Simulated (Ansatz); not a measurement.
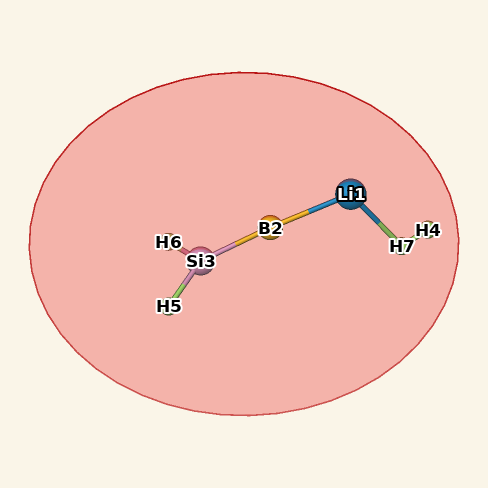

A disc through the centre of mass is drawn in. Distant atoms are faded towards the background colour. The computed structure is the end point of a PBE-D4/def2-SVP optimisation. No frequency run is at hand to confirm it as a minimum.

**Is the plane of the disc a mirror plane of the structure?**

Yes. The reflection leaves Li1, B2, Si3, H4, H7 in place and moves H5 ↔ H6. The point group is Cs.
